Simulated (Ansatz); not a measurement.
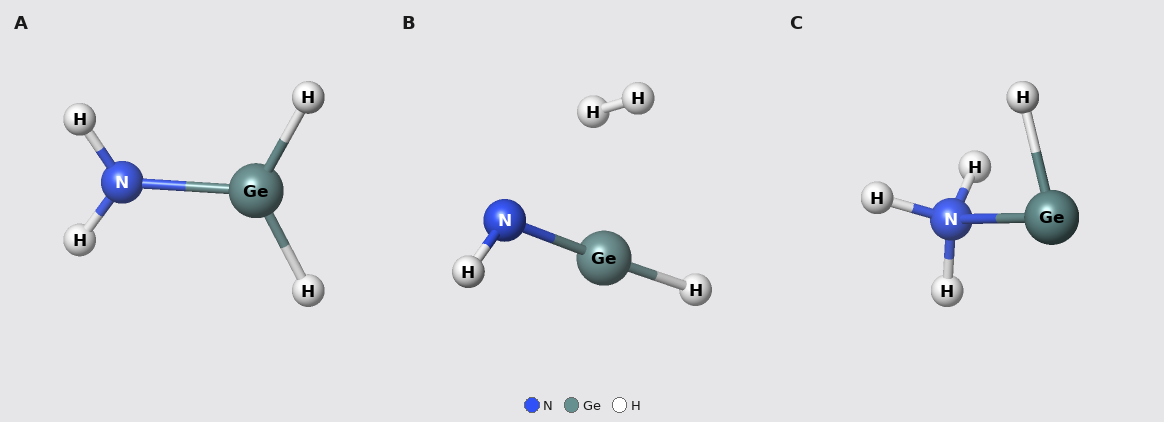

3 stationary structures of one formula. State: charge +1, singlet. Geometries: PBE0-D4/def2-TZVP. Electronic energies: RHF-CCSD(T) (frozen core)/def2-TZVPP (Ansatz 0.2.0), without zero-point energy. No frequency run is at hand to confirm each as a minimum.

> Which is lowest in energy, and by how much?

C is lowest (Cs); A lies 0.271 eV above it (C2v), B lies 3.685 eV above it.
